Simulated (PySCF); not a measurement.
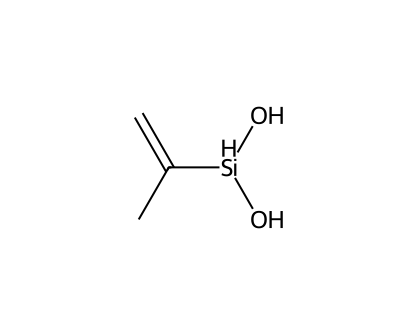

Structural formula above. The computed structure is the end point of a PBE0-D3(BJ)/def2-SVP optimisation. No frequency run is at hand to confirm it as a minimum.

What does the molecule look like in three dimensions?

Formula C₃H₈O₂Si. SMILES: `C=C(C)[SiH](O)O`. It has no ring. Among its groups: alkene, Si–H bond, Si–O bond. The point group is C1. Coordination: 2 C trigonal planar; 1 C tetrahedral; 1 Si tetrahedral; 2 O bent.

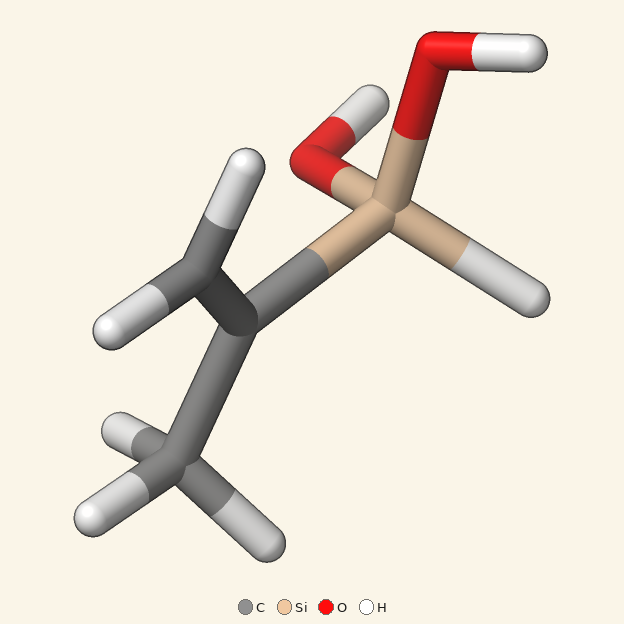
